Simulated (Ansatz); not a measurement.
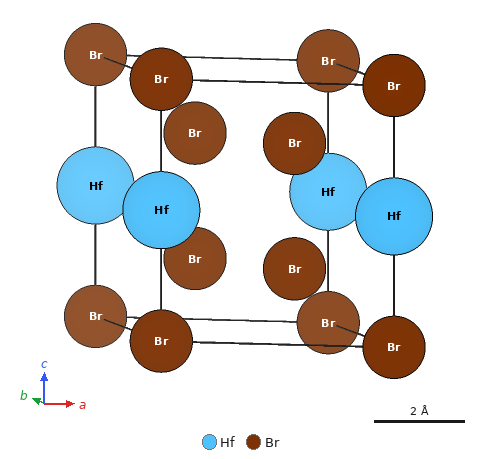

We look at a spheres-only model of the crystal slightly off an axis. The simulation cell is drawn as a box.

```yaml
crystal:
  lattice:
    - [5.37958, 0.00000, 0.00000]
    - [-2.68979, 4.65886, 0.00000]
    - [0.00000, 0.00000, 5.90434]
  atoms:
    - { symbol: Hf, position: [0.00000, 0.00000, 0.50000] }
    - { symbol: Br, position: [0.66667, 0.33333, 0.73949] }
    - { symbol: Br, position: [0.00000, 0.00000, 0.00000] }
    - { symbol: Br, position: [0.66667, 0.33333, 0.26051] }
    - { symbol: Br, position: [0.33333, 0.66667, 0.26051] }
    - { symbol: Br, position: [0.33333, 0.66667, 0.73949] }
```

All computed values are from DFT PBE, scalar-relativistic, plane waves, PAW in Ansatz. Settings: 420 eV cutoff, k-grid 12×12×6, Gaussian smearing of 0.1 eV, no spin polarisation.

**What net charge does each kind of atom have (Bader)?**

Hf +2.04 e; Br -0.58 to -0.36 e.

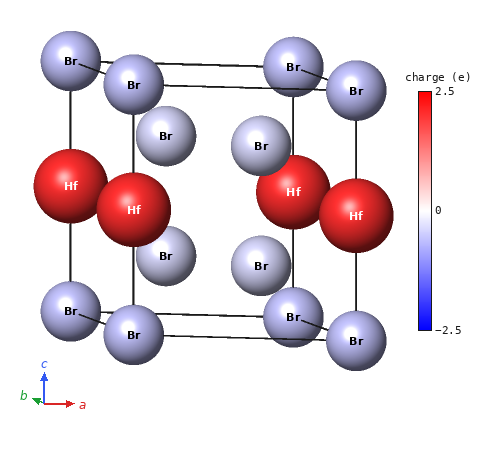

The atoms coloured by those charges.

Source of the structure: a structure type filled with these elements by a generator (whether the compound takes this form wasn't checked). Earlier steps of the study, as a rule a relaxation of our own, may have changed the cell and positions, so they can lie some per cent off the listed ones. Ansatz was used for an electronic-structure calculation on it.
